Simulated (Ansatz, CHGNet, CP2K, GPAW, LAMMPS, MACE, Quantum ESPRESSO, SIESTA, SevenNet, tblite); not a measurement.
# Glassy 69SiO2-19Al2O3-6SrO-6Li2O (mol %) (106 atoms): atom by atom

106 atoms (22 Si, 12 Al, 2 Sr, 4 Li, 66 O) placed at random at 3.07 g/cm³, melted at 4000 K for 10 ps at fixed volume with the Morse and Coulomb pair potential with partial charges (Pedone, Malavasi, Menziani, Cormack and Segre, J. Phys. Chem. B 110, 11780 (2006)). Quenched from 4000 K to 300 K at 50 K/ps and fixed volume, held 5 ps.

Geometry: the geometry as built. Computed with Ansatz 0.2.0: Kohn-Sham DFT, PBE, PAW, plane waves; cutoff 420 eV, Γ point, fermi-dirac smearing of 0.05 eV; density 3.07 g/cm³.

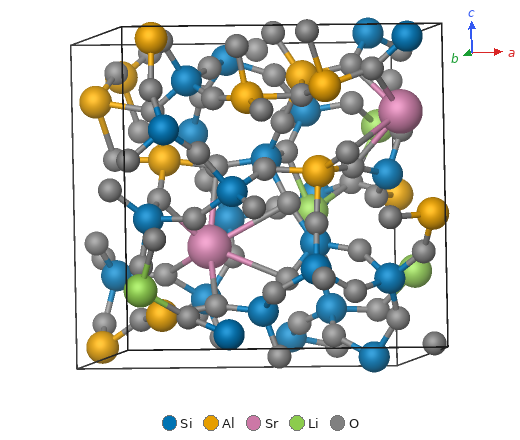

The structure (silicon blue, aluminium orange, strontium pink, lithium green, oxygen grey). Bonds to atoms that aren't drawn are left out. Some periodic images of atoms are drawn too.

Extended XYZ; positions in Å, forces in eV/Å, q the Löwdin charge in e:

```xyz
106
Lattice="10.593 0.000 0.000 0.000 10.593 0.000 0.000 0.000 10.593" Properties=species:S:1:pos:R:3:charge:R:1:forces:R:3 pbc="T T T"
Si 7.916 7.222 1.706 1.76 0.506 1.148 -0.820
Si 1.411 4.029 4.511 1.71 2.686 1.154 0.333
Si 3.834 9.720 7.611 1.76 0.691 0.943 1.180
Si 7.972 10.370 5.600 1.72 2.405 1.013 -2.119
Si 5.662 6.018 6.555 1.71 1.139 0.938 1.384
Si 6.573 1.797 2.692 1.75 1.369 2.598 0.626
Si 2.887 4.864 9.070 1.78 -0.357 4.398 3.571
Si 8.952 5.038 10.577 1.76 -1.274 2.746 3.263
Si 4.640 7.535 9.877 1.77 1.455 0.011 -1.087
Si 9.233 3.260 2.450 1.75 -4.476 0.877 0.733
Si 5.000 9.800 4.807 1.79 1.083 2.645 0.323
Si 9.476 4.836 5.949 1.64 -0.031 0.597 0.896
Si 7.134 5.335 3.747 1.71 -0.220 -3.272 -3.751
Si 1.480 1.020 7.260 1.70 1.630 2.426 0.982
Si 7.315 8.055 8.220 1.69 -3.805 1.278 0.310
Si 3.890 2.099 5.276 1.77 -4.636 1.291 1.853
Si 9.530 0.570 10.214 1.72 -1.540 -1.992 -0.917
Si 5.144 3.997 1.454 1.75 0.514 2.213 0.792
Si 7.030 10.110 0.953 1.74 1.037 -0.500 0.075
Si 3.503 0.890 0.524 1.74 -2.177 -1.624 1.383
Si 1.137 9.133 2.956 1.72 -1.650 1.883 -1.734
Si 4.071 9.006 2.155 1.73 -1.265 -0.839 -1.697
Al 6.830 2.585 5.936 1.32 0.718 0.572 -1.247
Al 4.464 2.245 8.355 1.34 -0.145 -1.220 0.299
Al 2.361 6.454 6.571 1.34 -1.844 -1.073 0.739
Al 1.945 4.913 1.402 1.28 1.315 0.961 0.600
Al 0.149 6.598 8.501 1.27 -0.736 -0.367 -1.743
Al 6.807 0.745 8.629 1.30 0.014 -2.567 1.645
Al 6.587 4.052 9.126 1.37 -1.643 0.806 -0.601
Al 0.371 7.529 0.527 1.30 -1.585 0.962 1.870
Al 10.253 7.820 5.448 1.30 -1.327 0.180 0.859
Al 10.346 1.043 4.433 1.32 1.167 -1.272 0.740
Al 1.353 2.404 10.335 1.30 2.199 -0.356 -0.149
Al 1.483 9.518 9.462 1.32 0.633 1.528 0.316
Sr 9.632 2.868 7.884 1.88 -0.296 -1.014 0.640
Sr 3.793 6.411 3.717 1.88 -0.080 -1.193 -0.641
Li 9.894 9.267 7.772 0.83 -1.000 -0.101 0.103
Li 10.549 6.215 2.849 0.83 0.052 0.441 -0.046
Li 0.660 1.267 2.018 0.84 0.650 -0.564 -0.070
Li 7.406 7.749 4.927 0.82 0.105 0.285 0.563
O 3.945 8.531 8.751 -0.76 -0.989 1.498 -1.586
O 10.229 2.359 3.267 -0.85 1.685 -0.083 0.051
O 3.982 10.487 1.754 -0.76 0.669 2.799 -0.379
O 0.949 0.024 3.616 -0.88 0.391 0.901 -0.284
O 8.444 1.166 9.205 -0.91 0.183 1.272 -1.340
O 5.083 2.784 6.045 -0.80 -0.206 1.183 1.652
O 10.490 10.173 9.293 -0.89 -0.751 0.686 -0.168
O 6.585 9.734 5.161 -0.80 -1.706 -1.188 -0.984
O 4.085 1.784 10.022 -0.81 1.622 2.021 -1.771
O 6.212 7.479 9.372 -0.78 -0.534 -0.150 0.890
O 5.666 4.105 10.568 -0.83 0.188 0.481 -0.729
O 7.781 5.976 0.754 -0.79 -0.390 -2.571 -2.410
O 4.393 0.760 4.674 -0.77 0.925 -3.266 -2.226
O 3.714 4.734 1.690 -0.88 -0.784 0.340 0.695
O 1.056 7.897 9.513 -0.86 -0.858 -1.899 -0.859
O 7.571 1.077 6.463 -0.82 0.184 0.766 2.110
O 0.904 7.544 6.661 -0.86 0.262 0.287 1.020
O 2.174 10.228 7.730 -0.75 0.298 -3.434 0.752
O 7.061 8.514 1.314 -0.79 -0.801 0.113 0.317
O 8.958 9.118 5.936 -0.86 1.149 -1.872 0.892
O 1.884 5.693 8.141 -0.80 -1.122 0.651 -0.936
O 4.940 8.802 3.532 -0.80 0.797 -0.889 -0.125
O 0.715 9.193 1.378 -0.82 -0.115 -0.409 -0.169
O 8.246 4.184 9.501 -0.87 0.261 -1.277 -1.659
O 1.976 4.198 10.349 -0.79 -1.247 -0.615 -0.407
O 4.393 8.031 0.843 -0.76 -0.202 -0.062 1.105
O 6.308 5.549 5.075 -0.80 -1.570 0.354 1.382
O 6.105 4.840 2.559 -0.83 -1.353 0.007 0.549
O 8.584 10.382 0.657 -0.79 1.969 -0.089 0.742
O 7.059 9.669 8.131 -0.84 0.576 -1.189 -1.114
O 1.213 4.498 2.991 -0.85 -0.792 0.333 -1.143
O 3.572 3.720 8.426 -0.81 2.265 -2.956 -2.883
O 0.115 3.782 5.453 -0.78 -0.799 -0.717 -0.265
O 6.686 2.276 4.215 -0.84 -0.135 -0.111 -0.140
O 2.673 8.635 2.945 -0.84 1.410 -1.241 0.371
O 6.069 5.030 7.702 -0.82 0.029 -1.304 1.028
O 10.163 5.943 10.072 -0.80 1.216 0.741 -0.532
O 8.443 4.433 3.443 -0.79 1.856 -0.259 0.891
O 9.630 4.176 1.192 -0.78 1.751 -0.230 -0.207
O 9.321 6.287 5.310 -0.84 -0.417 1.308 -1.902
O 4.194 9.295 6.071 -0.78 -1.644 -1.807 1.308
O 9.476 7.385 1.654 -0.87 2.350 0.475 0.349
O 6.300 2.439 8.432 -0.85 -0.768 0.408 -0.761
O 10.428 1.730 0.217 -0.87 0.327 1.196 1.415
O 2.319 1.870 1.160 -0.87 -0.910 0.615 0.349
O 4.652 0.490 7.853 -0.79 1.024 0.290 0.109
O 2.774 3.063 4.455 -0.76 0.460 -0.708 0.082
O 0.282 0.946 6.260 -0.83 -2.180 0.169 -1.228
O 8.826 0.361 4.287 -0.84 -1.845 -0.459 1.184
O 8.794 7.692 8.450 -0.85 3.521 -0.925 0.034
O 2.587 10.418 10.308 -0.86 0.267 -0.468 -0.136
O 1.525 6.624 1.365 -0.93 0.912 -2.512 1.147
O 2.726 1.683 6.527 -0.80 2.440 1.282 -1.376
O 6.131 0.008 10.381 -0.82 -0.840 0.934 -2.201
O 7.943 2.391 1.993 -0.80 0.317 0.005 -0.861
O 0.345 8.195 3.965 -0.86 -0.066 -1.641 -0.261
O 1.990 5.409 5.216 -0.90 0.423 0.718 -0.460
O 6.541 7.384 6.862 -0.83 0.390 0.228 -1.156
O 1.239 1.971 8.619 -0.87 -0.242 -0.219 -1.230
O 10.027 5.265 7.416 -0.88 0.032 -0.461 1.033
O 8.170 3.856 6.154 -0.85 -0.054 -0.567 0.024
O 6.576 0.285 2.303 -0.79 -0.331 -1.929 1.072
O 5.281 2.511 1.974 -0.79 -0.606 -2.087 0.644
O 7.402 6.789 3.189 -0.84 0.369 2.944 1.248
O 4.080 6.407 6.354 -0.85 1.019 0.144 -0.660
O 3.872 6.156 9.558 -0.77 -0.560 -1.492 0.650
```

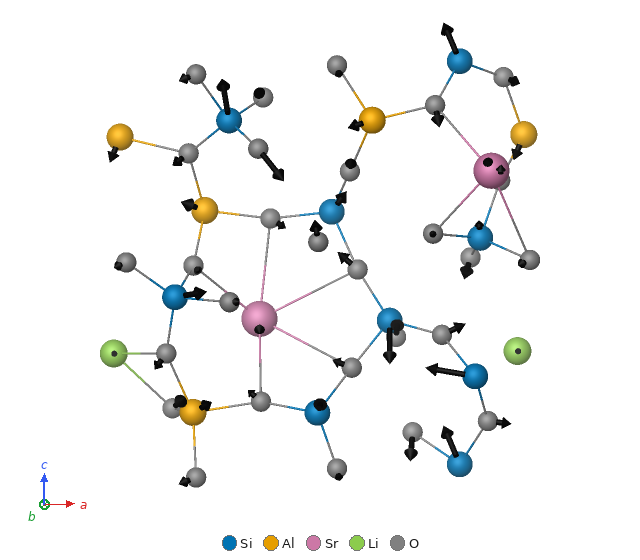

The forces as arrows, the longest 5.68 eV/Å. Drawn is a slice 4 Å thick, seen along the normal of the ac plane. Bonds to atoms that aren't drawn are left out.

The quench rate of 50 K/ps is many orders above laboratory rates, so the cell is likely richer in defects and strain than a real sample. The network of bonds at the start is that of the classical potential that made the cell, and needn't be the one that DFT or experiment would give. Only the Γ point is sampled, in a cell whose shortest periodic width is 11 Å. The Löwdin charges lack the electrons that the projection spills, 0.062 e an atom on average.

The r.m.s. force component is 1.35 eV/Å; the longest force, 5.68 eV/Å, acts on Si7.

[Logs are printed without paths, hosts, clocks, repeated set-up lines and the standing remarks that a program may print on its own settings, such as how far it seeks lower states.]

[Hosts, paths, dates, database ids (printed as entryN), source tags and the programs' standing remarks are cut or masked in the printed files.]
